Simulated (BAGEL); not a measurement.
# AlNH4F2 (SMILES [NH3+][AlH-]([F])[F]) at HF/STO-3G (density fitting with qzvpp-jkfit)

What is the vertical ionisation energy of AlNH4F2 at HF/STO-3G (density fitting with qzvpp-jkfit)? 

The results are computed with BAGEL 1.2.2.

2 further runs of the same task are left out: 2 that didn't finish. Runs told in other sessions of the task aren't counted.

**1. Starting point**

AlNH4F2: 8 atoms, total charge 0, spin state singlet. As SMILES, `[NH3+][AlH-]([F])[F]`. Geometry: a GFN2-xTB relaxation, a rough one for these elements and not checked as a minimum.

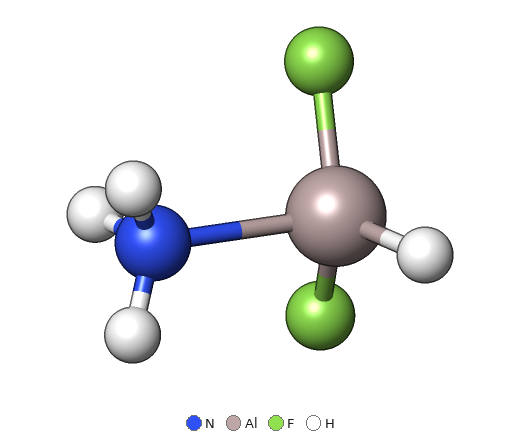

The structure, seen from a chosen angle (nitrogen blue, aluminium light grey, fluorine green, hydrogen white).

**2. A single-point energy at HF/STO-3G (density fitting with qzvpp-jkfit)**

File input.json:

```json
{ "bagel": [

{
  "title": "molecule",
  "basis": "sto-3g",
  "df_basis": "qzvpp-jkfit",
  "angstrom": "true",
  "geometry": [
    { "atom": "N", "xyz": [      -0.216650,       0.966310,      -0.126060 ] },
    { "atom": "Al", "xyz": [       0.177430,      -1.047030,       0.202660 ] },
    { "atom": "F", "xyz": [       1.803770,      -0.840900,       0.463250 ] },
    { "atom": "F", "xyz": [      -0.341180,      -1.551530,      -1.291400 ] },
    { "atom": "H", "xyz": [       0.370520,       1.218270,      -0.920770 ] },
    { "atom": "H", "xyz": [      -1.183060,       1.154140,      -0.374870 ] },
    { "atom": "H", "xyz": [       0.042030,       1.557620,       0.658000 ] },
    { "atom": "H", "xyz": [      -0.652850,      -1.456880,       1.389200 ] }
  ]
},

{ "title": "hf" },

{ "title": "print", "file": "orbitals.molden", "orbitals": "true" }

]}
```

Command:

```console
$ BAGEL_NUM_THREADS=1 BAGEL input.json > input.out
```

Log:

```text
* using 1 threads per process

  ===============================================================
  ===============================================================

  *** Geometry ***

  { "atom" : "N", "xyz" : [     -0.409409,      1.826061,     -0.238219 ] },
  { "atom" : "Al", "xyz" : [      0.335294,     -1.978600,      0.382972 ] },
  { "atom" : "F", "xyz" : [      3.408631,     -1.589071,      0.875416 ] },
  { "atom" : "F", "xyz" : [     -0.644737,     -2.931967,     -2.440392 ] },
  { "atom" : "H", "xyz" : [      0.700181,      2.302197,     -1.740003 ] },
  { "atom" : "H", "xyz" : [     -2.235659,      2.181009,     -0.708402 ] },
  { "atom" : "H", "xyz" : [      0.079425,      2.943475,      1.243440 ] },
  { "atom" : "H", "xyz" : [     -1.233708,     -2.753104,      2.625208 ] },

  Number of auxiliary basis functions:      431

  Since a DF basis is specified, we compute 2- and 3-index integrals:
    o Being stored without compression. Storage requirement is 0.003 GB

  Number of basis functions:       28
  Number of electrons      :       42

    * METHOD: MOLECULE                             0.13

  *** RHF ***

  === Nuclear Repulsion ===
   175.5231354290

      * DIIS with orbital gradients will be used.

  === RHF iteration (sto-3g) ===
      0       -491.15318699          0.01724201           0.02
      1       -491.25338353          0.00329593           0.02
      2       -491.25691792          0.00094169           0.02
      3       -491.25733713          0.00018897           0.02
      4       -491.25735273          0.00004399           0.02
      5       -491.25735363          0.00000740           0.02
      6       -491.25735366          0.00000138           0.02
      7       -491.25735366          0.00000033           0.02
      8       -491.25735366          0.00000008           0.02
      9       -491.25735366          0.00000002           0.02
     10       -491.25735366          0.00000000           0.01
    * SCF iteration converged.

    * Permanent dipole moment:
           (    0.588172,    -2.012748,     0.093478) a.u.

    * METHOD: HF                                   0.25

    * METHOD: PRINT                                0.00

  ===============================================================
```

It took 0.5 s on 1 thread of Arm Neoverse V1, shared host; peak memory 0.084 GiB.

**3. The doublet cation at the same level**

File job.json:

```json
{ "bagel" : [

{
  "title" : "molecule",
  "basis" : "sto-3g",
  "df_basis" : "qzvpp-jkfit",
  "angstrom" : "true",
  "geometry" : [
    { "atom" : "N", "xyz" : [      -0.216650,       0.966310,      -0.126060 ] },
    { "atom" : "Al", "xyz" : [       0.177430,      -1.047030,       0.202660 ] },
    { "atom" : "F", "xyz" : [       1.803770,      -0.840900,       0.463250 ] },
    { "atom" : "F", "xyz" : [      -0.341180,      -1.551530,      -1.291400 ] },
    { "atom" : "H", "xyz" : [       0.370520,       1.218270,      -0.920770 ] },
    { "atom" : "H", "xyz" : [      -1.183060,       1.154140,      -0.374870 ] },
    { "atom" : "H", "xyz" : [       0.042030,       1.557620,       0.658000 ] },
    { "atom" : "H", "xyz" : [      -0.652850,      -1.456880,       1.389200 ] }
  ]
},

{
  "title" : "uhf",
  "charge" : 1,
  "nopen" : 1
},

{
  "title" : "print",
  "file" : "orbitals.molden",
  "orbitals" : "true"
}

]}
```

Command:

```console
$ BAGEL_NUM_THREADS=1 BAGEL job.json > job.out
```

Log:

```text
* using 1 threads per process

  ===============================================================
  ===============================================================

  *** Geometry ***

  { "atom" : "N", "xyz" : [     -0.409409,      1.826061,     -0.238219 ] },
  { "atom" : "Al", "xyz" : [      0.335294,     -1.978600,      0.382972 ] },
  { "atom" : "F", "xyz" : [      3.408631,     -1.589071,      0.875416 ] },
  { "atom" : "F", "xyz" : [     -0.644737,     -2.931967,     -2.440392 ] },
  { "atom" : "H", "xyz" : [      0.700181,      2.302197,     -1.740003 ] },
  { "atom" : "H", "xyz" : [     -2.235659,      2.181009,     -0.708402 ] },
  { "atom" : "H", "xyz" : [      0.079425,      2.943475,      1.243440 ] },
  { "atom" : "H", "xyz" : [     -1.233708,     -2.753104,      2.625208 ] },

  Number of auxiliary basis functions:      431

  Since a DF basis is specified, we compute 2- and 3-index integrals:
    o Being stored without compression. Storage requirement is 0.003 GB

  Number of basis functions:       28
  Number of electrons      :       42

    * METHOD: MOLECULE                             0.13

  *** Open-shell HF ***

  === Nuclear Repulsion ===
   175.5231354290

      * DIIS with orbital gradients will be used.

  === UHF iteration (sto-3g) ===
      0       -490.73242108          0.04582053           0.03
      1       -490.91797087          0.02693250           0.03
      2       -490.96764835          0.00873804           0.03
      3       -490.98067326          0.00433752           0.03
      4       -490.99081881          0.00249370           0.03
      5       -490.99359225          0.00198752           0.03
      6       -490.99695930          0.00134854           0.03
      7       -490.99866948          0.00089930           0.03
      8       -490.99945217          0.00073842           0.03
      9       -491.00006419          0.00071341           0.03
[... 63 lines of this table left out ...]
     73       -491.00033029          0.00000002           0.03
     74       -491.00033029          0.00000001           0.03
     75       -491.00033029          0.00000001           0.03
     76       -491.00033029          0.00000001           0.03
    * SCF iteration converged.

    * S^2 (UHF) is 0.8138

    * Permanent dipole moment:
           (    0.564672,    -1.074747,    -0.255154) a.u.

    * METHOD: UHF                                  2.45

    * METHOD: PRINT                                0.00

  ===============================================================
```

Run time: 2.7 s. Hardware: 1 thread of Arm Neoverse V1, shared host; peak memory 0.084 GiB.

**4. Summary of results**

Level: HF/STO-3G (density fitting with qzvpp-jkfit).

```
                                          quantity          value
                     singlet AlNH4F2: total energy  -491.25735 Eh
                    singlet AlNH4F2: dipole moment         5.34 D
                      singlet AlNH4F2: HOMO energy       -7.83 eV
                      singlet AlNH4F2: LUMO energy       13.83 eV
                    singlet AlNH4F2: HOMO–LUMO gap       21.67 eV
                      doublet cation: total energy  -491.00033 Eh
                              doublet cation: ⟨S²⟩          0.814
vertical ionisation energy (to the doublet cation)       6.994 eV
```

In words: The vertical ionisation energy comes to 6.99 eV (675 kJ/mol). The negative HOMO energy of the first species, 7.83 eV, lies 0.84 eV above that difference. In a minimal basis such a difference can be off by several eV, whatever the method.
